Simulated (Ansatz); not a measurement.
**AlBr$_{2}$: single-point calculation**

- system: AlBr$_{2}$, multiplicity 2
- method: UKS wB97M-V/def2-TZVPP (Ansatz 0.2.0)

The geometry comes from this level: PBE0-D4/def2-TZVP. Figures and captions count atoms from 1; the log counts them from 0 in places.

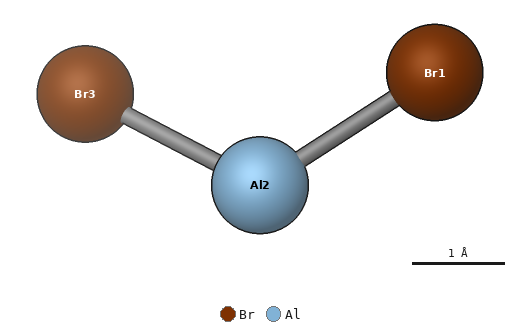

Figure 1. The structure (ball-and-stick view, seen at a tilt; atoms are numbered from 1 in the order of the input). Sticks mark near contacts.

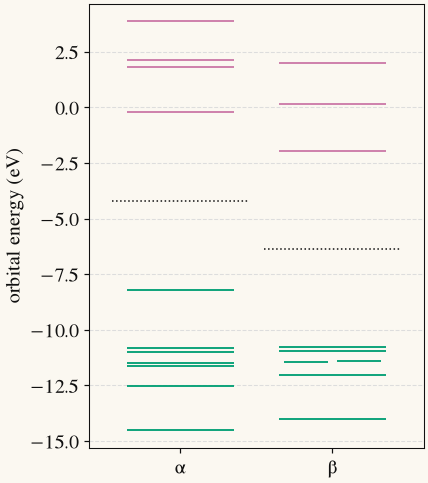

Figure 2. Orbital energies near the frontier for α and β spins; the dotted line parts filled from empty levels, and levels within 0.02 eV of each other stand side by side. α: highest filled −8.23 eV, lowest empty −0.19 eV, 8.04 eV apart; β: highest filled −10.75 eV, lowest empty −1.97 eV, 8.78 eV apart.

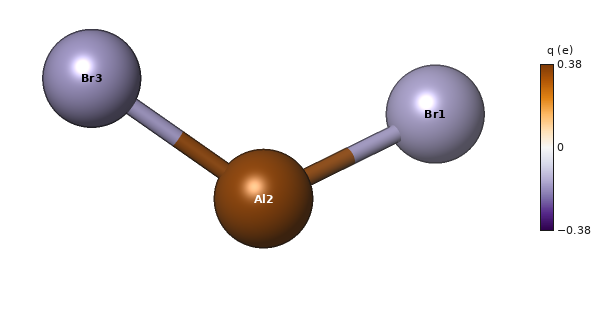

Figure 3. Mulliken charges, as the colour of each atom (ball-and-stick view, seen at a tilt; atoms are numbered from 1 in the order of the input). By element: Br −0.18 and Al +0.36 e.

These pictures come from the run below.

Input:
```yaml
crystal:
  periodic: [false, false, false]
  atoms:
    - {symbol: Br, position_ang: [0.607022, 1.799798, 0.519438]}
    - {symbol: Al, position_ang: [0.569024, -0.451947, 0.265199]}
    - {symbol: Br, position_ang: [-1.186946, -1.412652, -0.797837]}
basis:
  gaussian: {orbitals: def2-TZVPP}
magnetization: {spin_polarized: true, initial_magnetization: 1}
hamiltonian: {xc: {name: wB97M-V}}
output: {forces: true, orbitals: {seedname: orbitals}}
```

Output:
```
Functional definition: wB97M-V
  name "wB97M-V"
  cite "Mardirossian & Head-Gordon, J. Chem. Phys. 144, 214110 (2016) doi:10.1063/1.4952647"
  cite "Becke, J. Chem. Phys. 107, 8554 (1997) doi:10.1063/1.475007"
  cite "Vydrov & Van Voorhis, J. Chem. Phys. 133, 244103 (2010) doi:10.1063/1.3521275"
  # Of w^i u^j: cxij and so on, Table III.
  parameter omega = 0.3/bohr
  parameter cx = 0.15
  parameter cx01 = 1.007
  parameter cx10 = 0.259
  parameter css00 = 0.443
  parameter css04 = -1.437
  parameter css10 = -4.535
  parameter css20 = -3.390
  parameter css43 = 4.278
  parameter cos00 = 1.000
  parameter cos10 = 1.358
  parameter cos20 = 2.924
  parameter cos21 = -8.812
  parameter cos60 = -1.390
  parameter cos61 = 9.142
  parameter b = 6.0
  parameter c = 0.01
  gx(w, u) = 1 - cx + cx01*u + cx10*w
  gss(w, u) = css00 + css04*u^4 + css10*w + css20*w^2 + css43*w^4*u^3
  gos(w, u) = cos00 + cos10*w + (cos20 + cos21*u)*w^2 + (cos60 + cos61*u)*w^6
  exchange = spin_sum(e_x_unif_sr(omega)*gx(b97_w, b97_u_x)) + cx*exact_x_sr(omega) + exact_x_lr(omega)
  correlation = spin_sum(e_c_pw_mod_same_spin*gss(b97_w, b97_u_same))
      + integral(e_c_pw_mod_opposite_spin*gos(b97_w_opposite, b97_u_opposite)) + vv10(b, c)
914 factors; integrals over basis functions are off by at most 6.9e-4 eV
166 factors; integrals over basis functions are off by at most 5.4e-5 eV
mean field evaluation 1: about -146683.2574 eV, gradient 9.9e0 eV
mean field evaluation 2: about -146683.8321 eV, gradient 7.7e0 eV
mean field evaluation 4: about -146684.1573 eV, gradient 5.7e-1 eV
mean field evaluation 8: about -146684.1987 eV, gradient 9.3e-2 eV
mean field evaluation 16: about -146684.1990 eV, gradient 1.9e-4 eV
mean field -146684.19896483 eV, -5390.5448858363 hartree, gradient 5.1e-5 eV, S^2 0.751701; 0 other end points of the search recorded, 0 dependent functions left out
the calculation of the forces begins
reference -146684.19900081 eV, -5390.5448871586 hartree; 42, 41 occupied and 96, 97 virtual orbitals, 914 factors
Total energy: -146684.19900081 eV, -5390.5448871586 hartree
Atom 0 at     0.607022     1.799798     0.519438 Å, force    -0.004168     0.041928     0.002059 eV/Å
Atom 1 at     0.569024    -0.451947     0.265199 Å, force     0.038858    -0.029202     0.018294 eV/Å
Atom 2 at    -1.186946    -1.412652    -0.797837 Å, force    -0.034690    -0.012727    -0.020353 eV/Å
Dipole moment:     0.244413    -0.183674     0.115066 e Å
```

Summary:

- outcome: converged
- total energy: −146684.1990 eV
- ⟨S²⟩: 0.752
- SCF solution under orbital rotations: stable
- HOMO (either spin): −8.23 eV
- LUMO (either spin): −1.97 eV
- largest force (length of the vector): 0.052 eV/Å
- dipole moment: 1.57 D
- hardware: 2 CPU threads, shared host
- wall time: 20 s (CPU time 39 s)
- peak memory: 0.63 GiB
